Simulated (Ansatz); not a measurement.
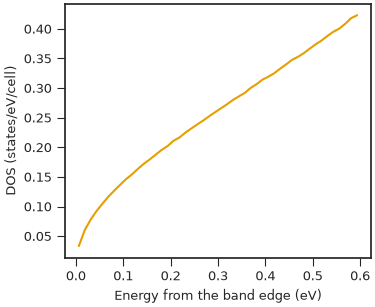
*Density of states of GaP (F-43m) below the valence band maximum, HSE06, rigid bands run with Ansatz (a quantum-chemistry and plane-wave program); cell volume 40.2 Å³.*

Q: What effective density of states at 300 K does this give (∫ g(E) exp(−E/k_BT) dE, both spins, divided by the cell's size)?

A: 4.1e19 cm⁻³, a density-of-states mass of 1.38 mₑ, valleys and band degeneracy included.

Spin-orbit coupling is left out; where it splits the top of the valence band, N_v and the p-type Seebeck coefficient come out somewhat high without it. Geometry: cell and atoms relaxed with PBEsol.
